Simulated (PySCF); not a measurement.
# C6H7NO+ (doublet): open-shell or spin-flip excitations

Wanted: open-shell or spin-flip excitations for C6H7NO+ (doublet) (`[NH2+]c1cccc(O)c1`).

Programs: PySCF 2.14.0, with routines of our own; each step states its level. All values are computed. Atoms count from 0.

## (1) The starting structure

15 atoms, charge 1, multiplicity 2; geometry from: GFN2-xTB.

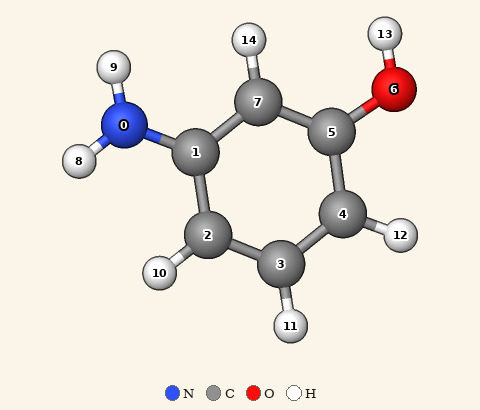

The starting geometry (nitrogen blue, carbon grey, oxygen red, hydrogen white).

## (2) Open-shell or spin-flip excitations: unrestricted TDA CAM-B3LYP/def2-SVP

Job settings and geometry (Å):

```
{"job": {"kind": "uabs", "xc": "CAM-B3LYP", "basis": "def2-SVP", "nstates": 10, "tda": true}, "charge": 1, "multiplicity": 2}
N      2.290702    -0.470096     0.379534
C      1.028436    -0.103951     0.164289
C      0.719075     1.290121     0.007682
C     -0.576588     1.685848    -0.223038
C     -1.590740     0.740582    -0.304118
C     -1.304450    -0.649398    -0.145269
O     -2.339198    -1.464988    -0.236093
C     -0.003322    -1.054842     0.086450
H      3.031910     0.214275     0.431669
H      2.538605    -1.443319     0.490324
H      1.516575     2.014346     0.073356
H     -0.811759     2.731671    -0.342389
H     -2.616491     1.022377    -0.486813
H     -2.116873    -2.401681    -0.125444
H      0.229704    -2.102954     0.207946
```

Method: unrestricted TDA CAM-B3LYP/def2-SVP, vertical, gas phase, core orbitals frozen in the response.

Launch:

```
> OMP_NUM_THREADS=1 python excited_run.py task.json out
```

This one command runs all jobs of the session in turn.

Output:

```text
coarse grid: 13008 points
cycle   1  E = -361.9563527397  dE =  2.004e+00  |g| = 4.239e-01  |ddm| = 3.584e+00
cycle   2  E = -361.9256595674  dE =  3.069e-02  |g| = 5.435e-01  |ddm| = 1.125e+00
cycle   3  E = -362.0383785442  dE = -1.127e-01  |g| = 6.969e-02  |ddm| = 5.914e-01
cycle   4  E = -362.0405739203  dE = -2.195e-03  |g| = 3.570e-02  |ddm| = 1.007e-01
cycle   5  E = -362.0413613260  dE = -7.874e-04  |g| = 1.014e-02  |ddm| = 4.780e-02
cycle   6  E = -362.0415441072  dE = -1.828e-04  |g| = 6.433e-03  |ddm| = 2.242e-02
cycle   7  E = -362.0416436512  dE = -9.954e-05  |g| = 4.070e-03  |ddm| = 1.727e-02
cycle   8  E = -362.0416977532  dE = -5.410e-05  |g| = 1.695e-03  |ddm| = 1.729e-02
cycle   9  E = -362.0417079840  dE = -1.023e-05  |g| = 1.078e-03  |ddm| = 6.273e-03
cycle  10  E = -362.0417132147  dE = -5.231e-06  |g| = 6.616e-04  |ddm| = 4.919e-03
final grid: 127056 points
cycle  11  E = -362.1129586965  dE = -3.747e-05  |g| = 2.657e-03  |ddm| = 2.519e-02
cycle  12  E = -362.1129600199  dE = -1.323e-06  |g| = 2.782e-03  |ddm| = 5.962e-03
cycle  13  E = -362.1129633609  dE = -3.341e-06  |g| = 4.731e-04  |ddm| = 2.465e-03
cycle  14  E = -362.1129637590  dE = -3.981e-07  |g| = 3.709e-04  |ddm| = 9.993e-04
cycle  15  E = -362.1129641693  dE = -4.102e-07  |g| = 2.194e-04  |ddm| = 1.191e-03
cycle  16  E = -362.1129644820  dE = -3.127e-07  |g| = 1.732e-04  |ddm| = 1.345e-03
cycle  17  E = -362.1129646759  dE = -1.939e-07  |g| = 4.295e-05  |ddm| = 1.655e-03
cycle  18  E = -362.1129646894  dE = -1.345e-08  |g| = 2.555e-05  |ddm| = 4.203e-04
cycle  19  E = -362.1129646910  dE = -1.578e-09  |g| = 1.384e-05  |ddm| = 1.113e-04
cycle  20  E = -362.1129646913  dE = -3.406e-10  |g| = 4.877e-06  |ddm| = 4.994e-05
converged SCF energy = -362.1129646913

Static polarisability (au): isotropic 75.004, principal 30.707 75.929 118.375

<S^2> of the reference = 0.7867 (exact 0.7500)

Excitations
state   eV       nm        f      <S^2>   main configurations
  1   1.5365    806.9   0.01149   0.835   Hb->Lb 0.94
  2   3.3118    374.4   0.07801   0.869   H-1b->Lb 0.80
  3   4.5459    272.7   0.00000   0.818   H-2b->Lb 0.90
  4   4.6769    265.1   0.00157   2.310   H-1a->L+1a 0.41, Hb->L+1b 0.29, Ha->La 0.14
  5   5.0872    243.7   0.00013   0.821   H-3b->Lb 0.73, H-5b->Lb 0.21
  6   5.2265    237.2   0.00572   2.026   H-1a->La 0.65, Ha->L+1a 0.20, Hb->L+2b 0.10
  7   5.4486    227.6   0.02560   1.327   Ha->L+1a 0.48, H-4b->Lb 0.16, Hb->L+2b 0.13
  8   5.6347    220.0   0.08825   1.256   Ha->La 0.42, Hb->L+2b 0.22, H-4b->Lb 0.11
  9   5.6958    217.7   0.00076   0.848   H-5b->Lb 0.72, H-3b->Lb 0.17
 10   5.9557    208.2   0.15550   1.074   H-4b->Lb 0.47, Ha->La 0.21
```

Wall time 71 s (1 thread of Arm Neoverse V1, shared host); peak memory 0.61 GiB.

From this job:

| quantity | value |
| --- | --- |
| ⟨S²⟩ | 0.787 |

Löwdin spin populations:

N0 0.25; C1 0.07; C2 0.35; C3 -0.14; C4 0.42; C5 0.00; O6 0.03; C7 0.02; H8 0.00; H9 0.00; H10 0.00; H11 0.00; H12 0.00; H13 0.00; H14 0.00

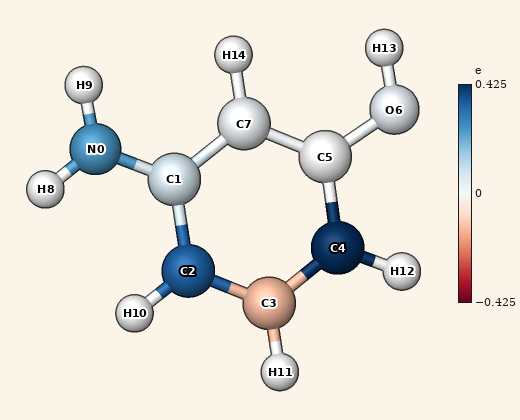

Löwdin spin populations, as colours on the atoms.

## (3) Open-shell or spin-flip excitations: unrestricted TDA CAM-B3LYP/def2-SVP in tetrahydrofuran

Settings changed since step 2:

```diff
@@ -1,2 +1,2 @@
-{"job": {"kind": "uabs", "xc": "CAM-B3LYP", "basis": "def2-SVP", "nstates": 10, "tda": true}, "charge": 1, "multiplicity": 2}
+{"job": {"kind": "uabs", "xc": "CAM-B3LYP", "basis": "def2-SVP", "nstates": 10, "tda": true, "solvent": "tetrahydrofuran", "pol": false}, "charge": 1, "multiplicity": 2}
 N      2.290702    -0.470096     0.379534
```

With the program's defaults for keys left out, this is: unrestricted TDA CAM-B3LYP/def2-SVP, vertical, IEF-PCM tetrahydrofuran (non-equilibrium linear response), core orbitals frozen in the response.

Output:

```text
coarse grid: 13008 points
cycle   1  E = -362.0457936904  dE =  1.915e+00  |g| = 4.085e-01  |ddm| = 3.597e+00
cycle   2  E = -362.0383681525  dE =  7.426e-03  |g| = 4.732e-01  |ddm| = 8.954e-01
cycle   3  E = -362.1201179354  dE = -8.175e-02  |g| = 5.381e-02  |ddm| = 4.479e-01
cycle   4  E = -362.1215426393  dE = -1.425e-03  |g| = 2.750e-02  |ddm| = 7.968e-02
cycle   5  E = -362.1220563771  dE = -5.137e-04  |g| = 8.145e-03  |ddm| = 3.552e-02
cycle   6  E = -362.1222181509  dE = -1.618e-04  |g| = 4.922e-03  |ddm| = 2.044e-02
cycle   7  E = -362.1222991502  dE = -8.100e-05  |g| = 3.058e-03  |ddm| = 1.833e-02
cycle   8  E = -362.1223224601  dE = -2.331e-05  |g| = 1.032e-03  |ddm| = 1.086e-02
cycle   9  E = -362.1223270025  dE = -4.542e-06  |g| = 7.234e-04  |ddm| = 4.570e-03
final grid: 127056 points
cycle  10  E = -362.1935004994  dE = -3.747e-05  |g| = 2.337e-03  |ddm| = 2.587e-02
cycle  11  E = -362.1935018680  dE = -1.369e-06  |g| = 2.237e-03  |ddm| = 4.847e-03
cycle  12  E = -362.1935040119  dE = -2.144e-06  |g| = 3.581e-04  |ddm| = 1.867e-03
cycle  13  E = -362.1935042364  dE = -2.244e-07  |g| = 2.934e-04  |ddm| = 7.456e-04
cycle  14  E = -362.1935044287  dE = -1.923e-07  |g| = 1.585e-04  |ddm| = 7.603e-04
cycle  15  E = -362.1935046060  dE = -1.773e-07  |g| = 1.088e-04  |ddm| = 1.084e-03
cycle  16  E = -362.1935046730  dE = -6.702e-08  |g| = 4.639e-05  |ddm| = 7.568e-04
cycle  17  E = -362.1935046906  dE = -1.757e-08  |g| = 2.869e-05  |ddm| = 4.107e-04
cycle  18  E = -362.1935046950  dE = -4.383e-09  |g| = 1.561e-05  |ddm| = 2.107e-04
cycle  19  E = -362.1935046958  dE = -8.642e-10  |g| = 7.104e-06  |ddm| = 8.319e-05
converged SCF energy = -362.1935046958

<S^2> of the reference = 0.7917 (exact 0.7500)

Excitations
state   eV       nm        f      <S^2>   main configurations
  1   1.5658    791.8   0.01631   0.832   Hb->Lb 0.94
  2   3.3320    372.1   0.09960   0.851   H-1b->Lb 0.82, Ha->La 0.08
  3   4.6205    268.3   0.00000   0.821   H-2b->Lb 0.90
  4   4.6454    266.9   0.00111   2.308   H-1a->L+1a 0.38, Hb->L+1b 0.29, Ha->La 0.10
  5   5.1340    241.5   0.00019   0.826   H-3b->Lb 0.74, H-5b->Lb 0.19
  6   5.2353    236.8   0.00399   1.933   H-1a->La 0.57, Ha->L+1a 0.20, Hb->L+2b 0.09
  7   5.4308    228.3   0.05419   1.521   Ha->L+1a 0.44, Hb->L+2b 0.18, H-4b->Lb 0.13, H-1a->La 0.09
  8   5.6185    220.7   0.12794   1.171   Ha->La 0.51, Hb->L+2b 0.12, H-4b->Lb 0.12, Hb->L+1b 0.11
  9   5.8162    213.2   0.17975   1.083   H-4b->Lb 0.47, Ha->La 0.14, Ha->L+1a 0.14
 10   5.8437    212.2   0.00091   0.852   H-5b->Lb 0.74, H-3b->Lb 0.14
```

Run time: 51 s. Hardware: 1 thread of Arm Neoverse V1, shared host; peak memory 0.71 GiB.

From this job:

| quantity | value |
| --- | --- |
| ⟨S²⟩ | 0.792 |

## (4) What came out

| quantity | value |
| --- | --- |
| lowest and brightest state of nearly pure spin, of 10 (step 2, unrestricted TDA CAM-B3LYP/def2-SVP) | 1.54 eV; 3.31 eV, f = 0.078 |
| lowest and brightest state of nearly pure spin, of 10 (step 3, unrestricted TDA CAM-B3LYP/def2-SVP in tetrahydrofuran) | 1.57 eV; 3.33 eV, f = 0.100 |

What this shows: States whose ⟨S²⟩ lies well above the reference's are mixtures of spin states, an artefact of the unrestricted response, and are left out of the summary. The lowest state of nearly pure spin runs from 1.54 to 1.57 eV over the runs.
